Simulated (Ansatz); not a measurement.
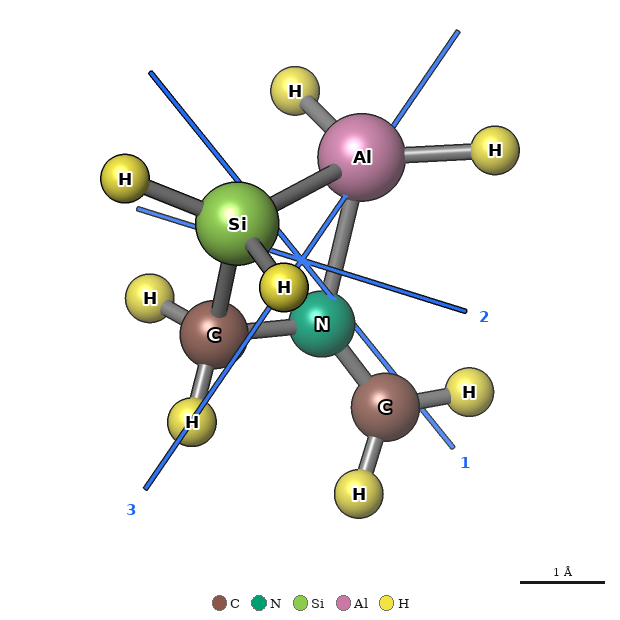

The three principal axes of inertia are drawn and numbered. Atoms fade into the background with distance from the viewer. The geometry was computed by an optimisation with PBE-D4/def2-SVP. No frequency run is at hand to confirm it as a minimum. Masses are those of the most abundant isotopes; constants are for the rigid equilibrium geometry.

**Which line is the a axis (least moment of inertia), which b and which c?**

a is line 1, b is line 3, c is line 2; the moments are 131, 181, 272 u Å².

**Classify the rotor and give the rotational constants (cm⁻¹).**

An asymmetric top (C1): A = 0.128, B = 0.0933, C = 0.0619 cm⁻¹. Ray's parameter κ is −0.05, midway between the limits.
